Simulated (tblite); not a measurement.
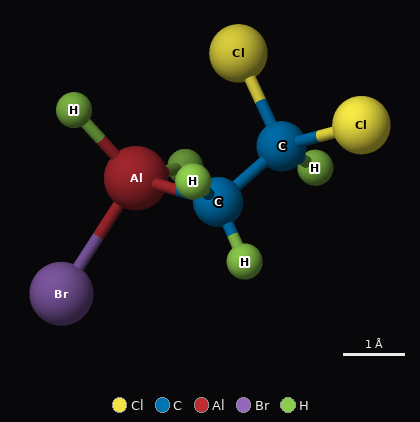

Fig. 1: The structure as given in the input (ball-and-stick view, seen at a tilt). Sticks mark near contacts. Bond lengths as drawn: Al–Br 2.30 Å, Al–C 2.10 Å, Al–H 1.58 to 1.59 Å, C–C 1.47 Å, C–Cl 1.76 to 1.85 Å and C–H 1.09 to 1.10 Å.

**Molecular dynamics of C2H5AlBrCl2 (charge −1) (part 1 of 2)**

- system: C2H5AlBrCl2, charge −1, SMILES ClC(Cl)[CH2][AlH2-][Br]
- method: GFN2-xTB Langevin dynamics, gas phase (tblite 0.8.0)

## Input
```
{"job": {"dt": 1.5, "steps": 8000, "equilibration": 400, "friction": 0.005, "h_mass": 4.0, "temperature": 100, "xc": "GFN2-xTB", "basis": "xTB", "kind": "md"}, "charge": -1, "multiplicity": 1}
Cl    -0.859399     0.485837     1.757433
C     -1.068862    -0.603671     0.393082
Cl    -2.881078    -0.943063     0.241603
C     -0.430790    -0.029887    -0.802955
Al     1.357847     0.562193     0.115673
Br     2.970609     0.510963    -1.526416
H     -0.663216    -1.572031     0.685208
H     -0.990106     0.859036    -1.132433
H     -0.481245    -0.756144    -1.624715
H      1.296798     2.057456     0.621518
H      1.771140    -0.560008     1.168148
```

The first line tells a small driver script what to run in tblite; the rest is the geometry in Å.

Launched with:
```bash
OMP_NUM_THREADS=1 python <driver script> task.json out
```

## The program's output
```
t/fs     T/K   E - E0/eV
     0.0     81.0     0.0000
   525.0     64.7     0.1340
  1050.0    107.8     0.0642
  1575.0     62.8     0.1107
  2100.0     73.6     0.1395
  2625.0     74.0     0.0476
  3150.0     87.1     0.1093
  3675.0    148.7     0.1365
  4200.0     83.8     0.1814
  4725.0    118.5     0.0960
  5250.0    107.6     0.1326
  5775.0     68.1     0.1690
  6300.0     85.4     0.1517
  6825.0     92.9     0.1712
  7350.0     63.5     0.1295
  7875.0     93.0     0.1376
  8400.0     74.5     0.1215
  8925.0     70.5     0.1182
  9450.0     96.9     0.1207
  9975.0     97.3     0.1360
 10500.0     65.4     0.1193
 11025.0     67.5     0.1530
 11550.0    104.0     0.1047
 12075.0     84.1     0.1109
 12600.0     73.6     0.0986
```

## Trajectory as extended XYZ (Å, eV, eV/Å), 25 frames, from step=0 to step=8400
```
11
Properties=species:S:1:pos:R:3:forces:R:3 step=0 time_fs=0.0 energy=-583.41743 temperature=81.0
Cl   -0.8594    0.4858    1.7574    0.0000   0.0010   0.0020
C    -1.0689   -0.6037    0.3931    0.0000   0.0010  -0.0010
Cl   -2.8811   -0.9431    0.2416    0.0010   0.0000  -0.0010
C    -0.4308   -0.0299   -0.8030    0.0020   0.0010  -0.0020
Al    1.3578    0.5622    0.1157   -0.0040   0.0000  -0.0010
Br    2.9706    0.5110   -1.5264    0.0010   0.0000  -0.0010
H    -0.6632   -1.5720    0.6852   -0.0010   0.0000  -0.0010
H    -0.9901    0.8590   -1.1324    0.0000  -0.0010   0.0030
H    -0.4812   -0.7561   -1.6247    0.0000  -0.0010   0.0010
H     1.2968    2.0575    0.6215    0.0010   0.0000   0.0000
H     1.7711   -0.5600    1.1681    0.0000   0.0000   0.0010
11
Properties=species:S:1:pos:R:3:forces:R:3 step=350 time_fs=525.0 energy=-583.28341 temperature=64.7
Cl   -0.7533    0.8948    1.5789    0.0330  -0.1530  -0.2860
C    -1.1189   -0.2310    0.2434   -0.4660  -0.0840   1.1010
Cl   -2.9868   -0.2297    0.1208    0.0870  -0.0110  -0.1210
C    -0.3998    0.1389   -0.9609    0.3000  -1.1490  -0.3370
Al    1.4962    0.3285   -0.1129   -0.3640   0.8500   0.6520
Br    3.0988   -0.0735   -1.6327    0.4870  -0.1630  -0.6090
H    -0.9398   -1.2225    0.6769    0.1230   0.1030  -0.3870
H    -0.7744    1.0642   -1.3344   -0.2190   1.0550  -0.2660
H    -0.6147   -0.5943   -1.7657    0.0900  -0.0150   0.2570
H     1.6400    1.8479    0.3658    0.0750  -0.0420  -0.2010
H     1.7781   -0.6473    1.0624   -0.1440  -0.3910   0.1960
11
Properties=species:S:1:pos:R:3:forces:R:3 step=700 time_fs=1050.0 energy=-583.35324 temperature=107.8
Cl   -0.9517    1.2141    1.2452   -0.0910  -0.1670  -0.3250
C    -1.1807   -0.1187    0.0814   -0.3950   0.9030   0.1340
Cl   -3.0369   -0.2184   -0.1949    0.3060  -0.0720   0.0030
C    -0.3589    0.0744   -1.1094   -0.0570  -0.0990  -0.0980
Al    1.3522    0.6511   -0.1118    0.1970   0.3030   0.3570
Br    3.1119    0.1635   -1.5091    0.0090   0.0030   0.0370
H    -0.9465   -0.9917    0.6453   -0.0160  -0.7860   0.2040
H    -0.6977    0.9480   -1.6819   -0.1480  -0.0580  -0.1030
H    -0.4298   -0.8180   -1.7512   -0.0540   0.1910   0.0220
H     1.3822    2.2498    0.1332    0.1300  -0.2980  -0.1220
H     1.4518   -0.3125    1.1733    0.1190   0.0800  -0.1110
11
Properties=species:S:1:pos:R:3:forces:R:3 step=1050 time_fs=1575.0 energy=-583.30673 temperature=62.8
Cl   -1.1313    1.7292    1.0470    0.0030  -0.1660  -0.2430
C    -1.2800    0.0987    0.3138   -0.4850   0.3470   0.9290
Cl   -3.0427   -0.1696   -0.1037   -0.2830   0.0410   0.0990
C    -0.3748   -0.0723   -0.7750    1.0700  -0.1190  -1.4820
Al    1.3484    0.9266   -0.1528   -0.2110   0.2780  -0.2620
Br    2.9439    0.1049   -1.5712    0.2230  -0.0700  -0.1080
H    -1.0840   -0.5725    1.1406   -0.1100  -0.2720   0.1480
H    -0.6975    0.4539   -1.7020   -0.0990  -0.0270   0.3400
H    -0.3070   -1.1363   -1.0696   -0.1110   0.1390   0.1630
H     1.2801    2.4990   -0.4762    0.0140  -0.2120   0.1380
H     1.6960    0.4223    1.2826   -0.0110   0.0590   0.2790
11
Properties=species:S:1:pos:R:3:forces:R:3 step=1400 time_fs=2100.0 energy=-583.27796 temperature=73.6
Cl   -1.2368    1.6303    0.6187   -0.4230  -0.5740   0.0000
C    -1.3416   -0.1064    0.2032    0.1050   0.1550   0.1070
Cl   -3.1081   -0.6813    0.0168    0.2050   0.4070  -0.0430
C    -0.4412   -0.3673   -0.9223   -0.0020   0.2170  -0.0860
Al    1.1749    0.8112   -0.3609    0.2160   0.6700  -0.3400
Br    2.8879   -0.0917   -1.6291   -0.0250   0.0320   0.1310
H    -1.0423   -0.6746    1.0789    0.0340   0.1320   0.2380
H    -0.8464   -0.0860   -1.8965   -0.2430   0.4260  -0.0660
H    -0.3041   -1.4268   -1.0093    0.1540  -0.9910   0.0210
H     1.0320    2.3498   -0.8887    0.1040  -0.3620   0.0660
H     1.5623    0.6771    1.1743   -0.1250  -0.1130  -0.0280
11
Properties=species:S:1:pos:R:3:forces:R:3 step=1750 time_fs=2625.0 energy=-583.36982 temperature=74.0
Cl   -1.1597    1.3708    0.5460    0.0960  -0.0010   0.0070
C    -1.1824   -0.3130    0.0743   -0.1010  -0.1230  -0.3660
Cl   -2.9721   -0.8177    0.0029    0.0800  -0.0020   0.0170
C    -0.4234   -0.5215   -1.1832   -0.2460  -0.6030   0.6180
Al    1.1618    0.6993   -0.6604    0.5080  -0.0760  -0.0730
Br    2.9352   -0.0978   -1.9252   -0.0780   0.0480   0.1090
H    -0.7936   -0.9125    0.8943   -0.0250   0.0490   0.1110
H    -0.9341   -0.0804   -2.0247   -0.3970   0.5090  -0.4320
H    -0.4489   -1.6036   -1.3997    0.3020   0.0880   0.0980
H     0.9702    2.1774   -1.1798   -0.0270   0.0430   0.0540
H     1.5766    0.4315    0.8749   -0.1120   0.0660  -0.1440
11
Properties=species:S:1:pos:R:3:forces:R:3 step=2100 time_fs=3150.0 energy=-583.30809 temperature=87.1
Cl   -1.2030    1.2104    0.9315    0.0450   0.8230   0.3930
C    -1.3497   -0.2872    0.0942   -0.2060   0.2900  -0.2010
Cl   -3.1430   -0.7481    0.1950   -0.3550  -0.0170  -0.3780
C    -0.7042   -0.1664   -1.2253   -0.3450  -0.4750  -0.0830
Al    1.0005    0.8760   -0.6424    0.1180  -0.1400  -0.0760
Br    2.7245    0.2822   -2.0647   -0.1390   0.1160  -0.0510
H    -0.9811   -1.0279    0.7694    0.7330  -0.6450   0.0960
H    -1.2774    0.5136   -1.8863   -0.0120  -0.1670   0.1920
H    -0.7160   -1.1624   -1.6956    0.0490   0.1320  -0.1140
H     0.7141    2.4178   -0.7475    0.1280   0.0860  -0.0870
H     1.5153    0.2575    0.7024   -0.0170  -0.0030   0.3110
11
Properties=species:S:1:pos:R:3:forces:R:3 step=2450 time_fs=3675.0 energy=-583.28096 temperature=148.7
Cl   -1.0881    1.1677    1.0387   -0.2570  -0.4710  -0.2840
C    -1.3183   -0.2686    0.0392    0.1180   0.1510  -0.8210
Cl   -3.1594   -0.8188    0.0744    0.7070   0.4190   0.0240
C    -0.7530   -0.0111   -1.3340   -0.7010  -0.4100   0.6050
Al    1.0854    0.8410   -0.6607   -0.1340  -1.0120  -0.1130
Br    2.6464    0.3377   -2.3049   -0.2050   0.1930   0.1660
H    -0.8527   -1.1012    0.5573    0.0180  -0.0240  -0.0030
H    -1.3574    0.7761   -1.8126    0.0450   0.0460   0.0160
H    -0.9083   -0.9208   -1.9719    0.2810   0.5010   0.4920
H     1.0185    2.3518   -0.3875    0.1110   0.4000  -0.0830
H     1.5046   -0.1377    0.5491    0.0170   0.2050   0.0010
11
Properties=species:S:1:pos:R:3:forces:R:3 step=2800 time_fs=4200.0 energy=-583.23603 temperature=83.8
Cl   -1.1041    1.2044    0.9419   -0.3640  -0.4830  -0.2110
C    -1.2008   -0.3247   -0.0273    0.8140   0.2410   0.7540
Cl   -2.8269   -0.9999   -0.2332   -0.8190   0.1780   0.1840
C    -0.5099   -0.0605   -1.2912    0.9860   0.6030   0.2680
Al    1.3083    0.8150   -0.6061    0.0300  -0.4370  -0.0980
Br    3.0095    0.1198   -2.0291   -0.2180   0.1320   0.0280
H    -0.7175   -1.0715    0.6120    0.1340   0.1000  -0.1050
H    -1.0609    0.7016   -1.8454   -0.2100  -0.0310  -0.3060
H    -0.4790   -0.9793   -1.8497   -0.0800  -0.4740  -0.5930
H     1.2477    2.3786   -0.6268   -0.0510   0.1110  -0.0110
H     1.7809    0.1240    0.7520   -0.2220   0.0610   0.0910
11
Properties=species:S:1:pos:R:3:forces:R:3 step=3150 time_fs=4725.0 energy=-583.32139 temperature=118.5
Cl   -1.1366    1.7430    0.8835   -0.0450   0.0950   0.1300
C    -1.0562    0.0036    0.5208    0.1830   0.6270   0.4650
Cl   -2.7856   -0.5681    0.5635    0.0180  -0.2430   0.0080
C    -0.3154   -0.1336   -0.7256   -0.2000  -0.6200  -1.1780
Al    1.2033    1.3018   -0.4008   -0.0130  -0.4280   0.3500
Br    3.0584    0.5064   -1.5290   -0.0940   0.0480   0.0650
H    -0.5301   -0.4911    1.3480   -0.3860   0.1430  -0.0230
H    -0.9580    0.1351   -1.6082    0.3040   0.1020   0.5060
H    -0.1322   -1.2156   -0.8699    0.2180   0.1430  -0.0380
H     0.9146    2.7069   -1.0506   -0.0810   0.0290   0.0970
H     1.5532    1.1567    1.1998    0.0950   0.1040  -0.3820
11
Properties=species:S:1:pos:R:3:forces:R:3 step=3500 time_fs=5250.0 energy=-583.28480 temperature=107.6
Cl   -1.0449    2.1166    0.5995    0.1130  -0.4520   0.2340
C    -1.1732    0.3528    0.4538    0.0790  -0.3560  -0.3570
Cl   -2.9868   -0.0455    0.6949    0.1730  -0.0080   0.1140
C    -0.6547   -0.0089   -0.9030   -0.2860   0.3510   0.6220
Al    1.0655    1.2255   -0.7537   -0.2250  -0.1020  -0.7960
Br    2.5682    0.0109   -2.0019    0.1850  -0.0530  -0.0900
H    -0.6891   -0.1645    1.3261   -0.3620   0.6090  -0.7880
H    -1.3021    0.4848   -1.6584    0.1690  -0.0610   0.1730
H    -0.7418   -1.0848   -1.1099    0.1110   0.0730   0.2680
H     0.8426    2.5712   -1.5658   -0.0320   0.0190   0.0550
H     1.7401    1.3597    0.6200    0.0740  -0.0190   0.5640
11
Properties=species:S:1:pos:R:3:forces:R:3 step=3850 time_fs=5775.0 energy=-583.24848 temperature=68.1
Cl   -1.0684    1.7072    1.0698   -0.2230  -0.2570  -0.0660
C    -1.2204   -0.0157    0.6883    0.4320  -0.1630  -0.1960
Cl   -2.8727   -0.6434    1.1781   -0.0190   0.2270  -0.0630
C    -0.8541   -0.2343   -0.7455   -0.7630   1.1850   0.1690
Al    0.8507    0.8505   -0.8966    0.9110   0.1170   0.3840
Br    2.0118   -0.1455   -2.6833   -0.2400   0.3130   0.4550
H    -0.5670   -0.5252    1.4147   -0.0870   0.0700  -0.4300
H    -1.6268    0.2406   -1.4272    0.3800  -0.5200   0.6170
H    -0.7965   -1.2763   -0.9707   -0.2630  -0.9110  -0.1290
H     0.6559    2.3948   -1.1537    0.0230  -0.0820  -0.2120
H     1.6577    0.5674    0.5426   -0.1500   0.0220  -0.5290
11
Properties=species:S:1:pos:R:3:forces:R:3 step=4200 time_fs=6300.0 energy=-583.26572 temperature=85.4
Cl   -0.7286    1.9136    1.4324    0.3110  -0.2970  -0.1170
C    -0.9147    0.1890    0.9638    0.5970  -0.0440   0.6230
Cl   -2.5462   -0.2738    1.4991   -0.6250  -0.2900   0.3210
C    -0.6980    0.0617   -0.4820    0.0160  -0.7420  -0.3460
Al    1.0989    1.0408   -0.7002   -0.1280  -0.1530  -0.0270
Br    2.1168   -0.2189   -2.2971    0.3220  -0.2030  -0.4220
H    -0.2199   -0.4385    1.5960   -0.5320   0.7640  -0.5850
H    -1.5265    0.5155   -1.0321   -0.1720   0.2640  -0.0150
H    -0.7681   -1.0207   -0.7455    0.1500   0.3120   0.1350
H     0.9626    2.4788   -1.2760   -0.0670   0.2660   0.1050
H     1.9456    0.7756    0.5834    0.1290   0.1230   0.3280
11
Properties=species:S:1:pos:R:3:forces:R:3 step=4550 time_fs=6825.0 energy=-583.24628 temperature=92.9
Cl   -1.1569    2.0885    1.4017    0.0960   0.9420  -0.0570
C    -1.1451    0.4006    1.0305    0.2880  -0.1990   0.2000
Cl   -2.6729   -0.2679    1.7599   -0.3600  -0.2720  -0.1270
C    -0.9307    0.1831   -0.4283   -0.4030  -0.2140   0.2920
Al    0.8898    1.1174   -0.7239    0.1630  -0.0610   0.0710
Br    2.0010   -0.1565   -2.3383   -0.1960   0.2920   0.3370
H    -0.3916   -0.0175    1.7170    0.0400  -0.1300  -0.5990
H    -1.8435    0.4530   -0.9992    0.3300   0.1290   0.2460
H    -0.8290   -0.8957   -0.5586   -0.0020  -0.4190  -0.1160
H     0.7861    2.6140   -1.2178   -0.0100  -0.0960   0.0210
H     1.6207    0.9229    0.7088    0.0530   0.0290  -0.2690
```
